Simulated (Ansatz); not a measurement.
**[AlMeH3]- (CH₆Al−): one molecule under many settings**

How do the results and run time of [AlMeH3]- (CH₆Al−) respond when the settings are drawn wide?

Computed with Ansatz 0.2.0, Gaussian basis. Level: the settings change from run to run.

### Step 1. The geometry

An earlier B3LYP-D4 in a triple-zeta def2 set relaxation fixed the geometry.

8 atoms, charge -1, spin multiplicity 1.

Atoms are counted from 1 here; the program's logs count them from 0.

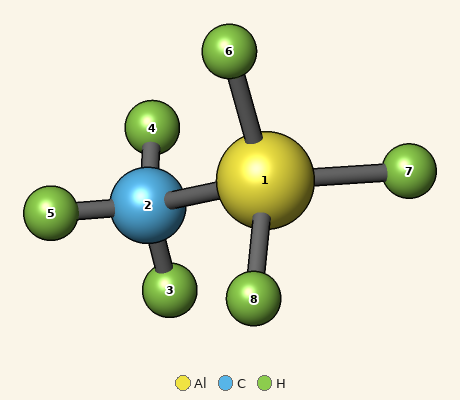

The structure; aluminium yellow, carbon blue, hydrogen green; atoms are numbered from 1 in the order of the file.

### Step 2. r2SCAN0/def2-SVPD

in.yaml

```yaml
crystal:
  periodic: [false, false, false]
  atoms:
    - {symbol: Al, position_ang: [-0.002115, 0.003397, -0.960543]}
    - {symbol: C, position_ang: [0.002340, -0.003794, 1.068919]}
    - {symbol: H, position_ang: [-1.015540, 0.032832, 1.478483]}
    - {symbol: H, position_ang: [0.545599, 0.858018, 1.477955]}
    - {symbol: H, position_ang: [0.479660, -0.906550, 1.471859]}
    - {symbol: H, position_ang: [1.545133, -0.034079, -1.515709]}
    - {symbol: H, position_ang: [-0.743331, 1.366073, -1.505817]}
    - {symbol: H, position_ang: [-0.811735, -1.315896, -1.515148]}
basis:
  gaussian: {orbitals: def2-SVPD}
total_charge: -1
hamiltonian: {xc: {name: r2SCAN0}}
scf: {omitted_lower_state_checks: [starts]}
output: {forces: true}
```

On the command line:

```console
ansatz run in.yaml --threads 4 --pin off --events-out ev --progress --plain --max-ram 3916MiB
```

What it wrote, shortened:

```text
Functional definition: r2SCAN0
  name "r2SCAN0"
  cite "Bursch, Neugebauer, Ehlert & Grimme, J. Chem. Phys. 156, 134105 (2022) doi:10.1063/5.0086040"
  cite "Furness, Kaplan, Ning, Perdew & Sun, J. Phys. Chem. Lett. 11, 8208 (2020) doi:10.1021/acs.jpclett.0c02405"
  cite "Furness, Kaplan, Ning, Perdew & Sun, J. Phys. Chem. Lett. 11, 9248 (2020) doi:10.1021/acs.jpclett.0c03077"
  parent r2scan
[...]
798 factors; their error is unknown
[...]
mean field -7727.98434843 eV, -283.9981865889 hartree, gradient 1.0e-5 eV, S^2 0.000000; 0 other end points of the search recorded, 0 dependent functions left out
[...]
reference -7727.98436302 eV, -283.9981871251 hartree; 13, 13 occupied and 79, 79 virtual orbitals, 798 factors
Total energy: -7727.98436302 eV, -283.9981871251 hartree
Atom 0 at    -0.002115     0.003397    -0.960543 Å, force     0.000233    -0.000192     0.074946 eV/Å
Atom 1 at     0.002340    -0.003794     1.068919 Å, force    -0.000559     0.000842    -0.233196 eV/Å
Atom 2 at    -1.015540     0.032832     1.478483 Å, force    -0.098692     0.002605     0.062643 eV/Å
Atom 3 at     0.545599     0.858018     1.477955 Å, force     0.052047     0.084013     0.062642 eV/Å
Atom 4 at     0.479660    -0.906550     1.471859 Å, force     0.047059    -0.087281     0.062030 eV/Å
Atom 5 at     1.545133    -0.034079    -1.515709 Å, force     0.010121    -0.000848    -0.009763 eV/Å
Atom 6 at    -0.743331     1.366073    -1.505817 Å, force    -0.004436     0.009230    -0.009597 eV/Å
Atom 7 at    -0.811735    -1.315896    -1.515148 Å, force    -0.005773    -0.008370    -0.009705 eV/Å
Dipole moment:     0.001493    -0.002446     0.686476 e Å
Checks for a lower state left out: starts
```

It took 1.3 s on 4 threads of Arm Neoverse V1, shared host.

Largest force 0.233 eV/Å.

### Step 3. r2SCAN0/ANO-RCC-VTZP

Options: coordinates scaled by 1.25, D4 dispersion.

in.yaml

```yaml
crystal:
  periodic: [false, false, false]
  atoms:
    - {symbol: Al, position_ang: [-0.002643, 0.004246, -1.200679]}
    - {symbol: C, position_ang: [0.002924, -0.004742, 1.336149]}
    - {symbol: H, position_ang: [-1.269425, 0.041039, 1.848104]}
    - {symbol: H, position_ang: [0.681999, 1.072523, 1.847444]}
    - {symbol: H, position_ang: [0.599574, -1.133188, 1.839823]}
    - {symbol: H, position_ang: [1.931416, -0.042599, -1.894636]}
    - {symbol: H, position_ang: [-0.929164, 1.707592, -1.882271]}
    - {symbol: H, position_ang: [-1.014669, -1.644870, -1.893935]}
basis:
  gaussian: {orbitals: ANO-RCC-VTZP}
total_charge: -1
hamiltonian: {xc: {name: r2SCAN0}, dispersion: d4}
```

The command is unchanged.

What it wrote, shortened:

```text
Functional definition: r2SCAN0
  name "r2SCAN0"
  cite "Bursch, Neugebauer, Ehlert & Grimme, J. Chem. Phys. 156, 134105 (2022) doi:10.1063/5.0086040"
  cite "Furness, Kaplan, Ning, Perdew & Sun, J. Phys. Chem. Lett. 11, 8208 (2020) doi:10.1021/acs.jpclett.0c02405"
  cite "Furness, Kaplan, Ning, Perdew & Sun, J. Phys. Chem. Lett. 11, 9248 (2020) doi:10.1021/acs.jpclett.0c03077"
  parent r2scan
[...]
976 factors; their error is unknown
[...]
mean field -7738.84406286 eV, -284.3972737331 hartree, gradient 1.2e-5 eV, S^2 0.000000; 0 other end points of the search recorded, 0 dependent functions left out
reference -7738.84408884 eV, -284.3972746880 hartree; 13, 13 occupied and 135, 135 virtual orbitals, 976 factors
Total energy: -7738.91321967 eV, -284.3998151990 hartree
Relativity: scalar
```

Run time: 2.4 s. Hardware: 4 threads of Arm Neoverse V1, shared host.

### Step 4. wB97M-V/STO-3G

Set apart from the defaults: atoms shaken by 0.08 Å, the search for lower states set to light.

in.yaml

```yaml
crystal:
  periodic: [false, false, false]
  atoms:
    - {symbol: Al, position_ang: [0.005204, -0.057020, -1.066051]}
    - {symbol: C, position_ang: [-0.007652, -0.142176, 1.110255]}
    - {symbol: H, position_ang: [-1.088511, 0.029679, 1.488439]}
    - {symbol: H, position_ang: [0.620296, 0.812519, 1.546709]}
    - {symbol: H, position_ang: [0.529152, -0.864112, 1.403151]}
    - {symbol: H, position_ang: [1.460750, 0.079311, -1.484194]}
    - {symbol: H, position_ang: [-0.765646, 1.284769, -1.484997]}
    - {symbol: H, position_ang: [-0.677474, -1.367304, -1.579928]}
basis:
  gaussian: {orbitals: STO-3G}
total_charge: -1
hamiltonian: {xc: {name: wB97M-V}}
scf: {lower_state_search: light}
```

The command is unchanged.

What it wrote, shortened:

```text
Functional definition: wB97M-V
  name "wB97M-V"
  cite "Mardirossian & Head-Gordon, J. Chem. Phys. 144, 214110 (2016) doi:10.1063/1.4952647"
  cite "Becke, J. Chem. Phys. 107, 8554 (1997) doi:10.1063/1.475007"
  cite "Vydrov & Van Voorhis, J. Chem. Phys. 133, 244103 (2010) doi:10.1063/1.3521275"
  # Of w^i u^j: cxij and so on, Table III.
[...]
  gx(w, u) = 1 - cx + cx01*u + cx10*w
  gss(w, u) = css00 + css04*u^4 + css10*w + css20*w^2 + css43*w^4*u^3
  gos(w, u) = cos00 + cos10*w + (cos20 + cos21*u)*w^2 + (cos60 + cos61*u)*w^6
[...]
      + integral(e_c_pw_mod_opposite_spin*gos(b97_w_opposite, b97_u_opposite)) + vv10(b, c)
237 factors; integrals over basis functions are off by at most 4.8e-5 eV
121 factors; integrals over basis functions are off by at most 4.0e-6 eV
[...]
mean field -7634.71105051 eV, -280.5704561131 hartree, gradient 3.1e-5 eV, S^2 0.000000; 0 other end points of the search recorded, 0 dependent functions left out
reference -7634.71107716 eV, -280.5704570928 hartree; 13, 13 occupied and 7, 7 virtual orbitals, 237 factors
Total energy: -7634.71107716 eV, -280.5704570928 hartree
```

Run time: 1.4 s. Hardware: 4 threads of Arm Neoverse V1, shared host.

### Step 5. r2SCAN0/pcseg-2

This run has charge 0, multiplicity 2, D3(BJ) with three-body dispersion.

in.yaml

```yaml
crystal:
  periodic: [false, false, false]
  atoms:
    - {symbol: Al, position_ang: [-0.002115, 0.003397, -0.960543]}
    - {symbol: C, position_ang: [0.002340, -0.003794, 1.068919]}
    - {symbol: H, position_ang: [-1.015540, 0.032832, 1.478483]}
    - {symbol: H, position_ang: [0.545599, 0.858018, 1.477955]}
    - {symbol: H, position_ang: [0.479660, -0.906550, 1.471859]}
    - {symbol: H, position_ang: [1.545133, -0.034079, -1.515709]}
    - {symbol: H, position_ang: [-0.743331, 1.366073, -1.505817]}
    - {symbol: H, position_ang: [-0.811735, -1.315896, -1.515148]}
basis:
  gaussian: {orbitals: pcseg-2}
magnetization: {spin_polarized: true, initial_magnetization: 1}
hamiltonian: {xc: {name: r2SCAN0}, dispersion: d3bjatm}
scf: {omitted_lower_state_checks: [starts]}
output: {forces: true}
```

Launched as before.

What it wrote, shortened:

```text
Functional definition: r2SCAN0
  name "r2SCAN0"
  cite "Bursch, Neugebauer, Ehlert & Grimme, J. Chem. Phys. 156, 134105 (2022) doi:10.1063/5.0086040"
  cite "Furness, Kaplan, Ning, Perdew & Sun, J. Phys. Chem. Lett. 11, 8208 (2020) doi:10.1021/acs.jpclett.0c02405"
  cite "Furness, Kaplan, Ning, Perdew & Sun, J. Phys. Chem. Lett. 11, 9248 (2020) doi:10.1021/acs.jpclett.0c03077"
  parent r2scan
[...]
746 factors; their error is unknown
[...]
mean field -7727.20847095 eV, -283.9696736172 hartree, gradient 1.1e-5 eV, S^2 0.768934; 0 other end points of the search recorded, 0 dependent functions left out
[...]
reference -7727.20848692 eV, -283.9696742044 hartree; 13, 12 occupied and 135, 136 virtual orbitals, 746 factors
Total energy: -7727.23992216 eV, -283.9708294279 hartree
Atom 0 at    -0.002115     0.003397    -0.960543 Å, force     0.768345    -0.015670    -1.171843 eV/Å
Atom 1 at     0.002340    -0.003794     1.068919 Å, force    -0.967979     0.014461     2.368475 eV/Å
Atom 2 at    -1.015540     0.032832     1.478483 Å, force     0.282630    -0.010661    -0.336266 eV/Å
Atom 3 at     0.545599     0.858018     1.477955 Å, force    -0.067604     0.037063    -0.855370 eV/Å
Atom 4 at     0.479660    -0.906550     1.471859 Å, force    -0.071850    -0.021242    -0.848397 eV/Å
Atom 5 at     1.545133    -0.034079    -1.515709 Å, force    -0.478040     0.012545    -0.199517 eV/Å
Atom 6 at    -0.743331     1.366073    -1.505817 Å, force     0.272896     0.202301     0.522196 eV/Å
Atom 7 at    -0.811735    -1.315896    -1.515148 Å, force     0.261602    -0.218797     0.520721 eV/Å
Dipole moment:    -0.102078     0.000934     0.498302 e Å
Checks for a lower state left out: starts
```

Run time: 5.5 s. Hardware: 4 threads of Arm Neoverse V1, shared host.

Largest force 2.559 eV/Å, dipole 2.44 D, ⟨S²⟩ 0.769.

### Step 6. The runs in one table

```csv
level,charge,multiplicity,geometry,functions,energy (eV),time
r2SCAN0/def2-SVPD,-1,1,relaxed,92,-7727.984,1.3 s
r2SCAN0/ANO-RCC-VTZP,-1,1,scaled,148,-7738.913,2.4 s
wB97M-V/STO-3G,-1,1,shaken,20,-7634.711,1.4 s
r2SCAN0/pcseg-2,0,2,relaxed,148,-7727.240,5.5 s
```

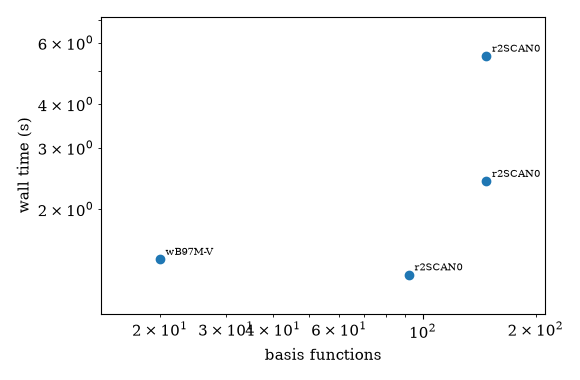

Wall time against the number of basis functions (shared host).

### Step 7. Results

```
quantity                     value
    runs                         4
quickest  r2SCAN0/def2-SVPD, 1.3 s
 slowest    r2SCAN0/pcseg-2, 5.5 s
```

**Reading.** The runs differ in state or geometry as well as level, so their energies can't be set against each other. r2SCAN0/pcseg-2 took 4 times as long as r2SCAN0/def2-SVPD. The jobs differ in tasks and options as well as level. At the B3LYP-D4/def2-TZVPD geometry and in the same state, runs without warnings or point charges leave forces up to 0.23 eV/Å (r2SCAN0/def2-SVPD).
